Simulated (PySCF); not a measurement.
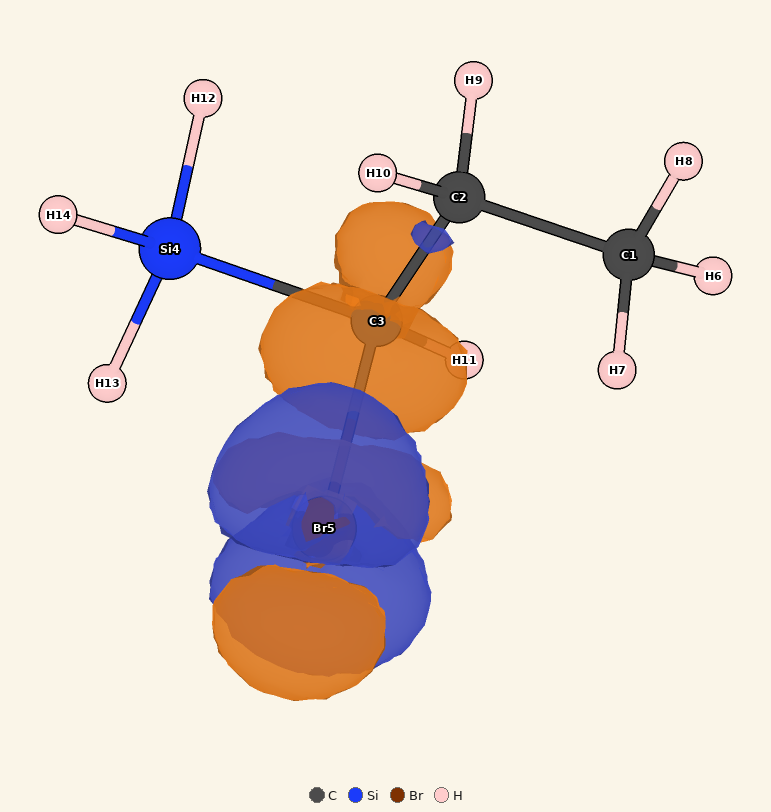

*C$_{3}$H$_{9}$BrSi, SMILES `CCC([SiH3])Br`. Unrelaxed difference density of S₂ less the ground state (TDA singlet states), ±0.05 e/Å³; orange: gain, blue: loss.*

Level of theory: LC-wPBE/def2-SVP (PySCF), at a geometry from GFN2-xTB. No frequency check shows the geometry to be a minimum. GFN2-xTB bond lengths at metals and heavier atoms can be off by up to 0.1 Å and shapes distorted, which carries into these values. Without diffuse functions Rydberg states are missing, so the states' numbers hold for this basis only.

The calculation's input:

```python
import numpy as np
from pyscf import gto, scf, dft, tdscf
from pyscf.scf import atom_ks, atom_hf
from scipy.linalg import block_diag

def solve(mol, dm0=None, hcore=None):
    mf = (dft.UKS if mol.spin else dft.RKS)(mol, xc='lc_wpbe')
    mf.grids.level = 3
    mf = mf.density_fit(auxbasis='def2-universal-jkfit')
    mf.conv_tol, mf.max_cycle = 1e-8, 80
    if hcore is not None:
        mf.get_hcore = lambda *args: hcore
    mf.kernel(dm0)
    if not mf.converged:
        mf = mf.newton().run(mf.mo_coeff, mf.mo_occ, max_cycle=30)
    assert mf.converged, 'SCF not converged'
    return mf

mol = gto.M(atom='''
C      1.99754     1.72922    -0.10340
C      0.53861     1.64735     0.32968
C     -0.24695     0.58303    -0.41223
Si    -2.11009     0.51342     0.01536
Br     0.45313    -1.21228     0.03237
H      2.06911     1.94806    -1.16765
H      2.50669     0.78706     0.08953
H      2.51181     2.51481     0.44515
H      0.04880     2.60764     0.13929
H      0.48585     1.45799     1.40486
H     -0.07751     0.67423    -1.48622
H     -2.69203     1.80632    -0.34824
H     -2.69296    -0.57727    -0.75965
H     -2.21339     0.26539     1.45072
''', basis='def2-svp', charge=0, spin=0, verbose=4)
mf = solve(mol)
td = mf.TDA()
td.nstates, td.singlet, td.conv_tol = 5, True, 1e-5
td.kernel()
td.analyze()
x, y = np.array([p[0] for p in td.xy]), np.array([p[1] + 0 * p[0] for p in td.xy])
f, mu = td.oscillator_strength(), td.transition_dipole()
nto = [td.get_nto(state=i + 1, verbose=4) for i in range(len(td.e))]
# spherically averaged free atoms, for the promolecule
atm = atom_ks.get_atm_nrks(mol, xc='lc_wpbe')
pro = block_diag(*[(atm[a[0]][2] * atm[a[0]][3]) @ atm[a[0]][2].T for a in mol._atom])
np.savez('result.npz', e=td.e, f=f, ok=td.converged, w=[n[0] for n in nto], nto=[n[1] for n in nto], x=x, y=y, c=mf.mo_coeff, occ=mf.mo_occ, eps=mf.mo_energy, pro=pro, mu=mu)
```

Command:

```sh
OMP_NUM_THREADS=1 python input.py
```

The run took 11 min on 1 thread of Intel(R) Xeon(R) Processor @ 2.50GHz (Skylake/Cascade Lake) (shared host), peak memory 0.77 GiB.

How does the charge move on excitation?

Answer. 0.70 e is displaced in all, of which about 0.4 e passes between atoms: Br5 (0.37 e) loses electrons and C3 (0.28 e) and Si4 (0.05 e) gain them. The state: 6.50 eV (191 nm), f = 0.001 (very weak); the leading pair carries 100 %; hole on Br5 (88 %), electron on Br5 (50 %), C3 (33 %) and Si4 (6 %); their centroids lie 0.7 Å apart.
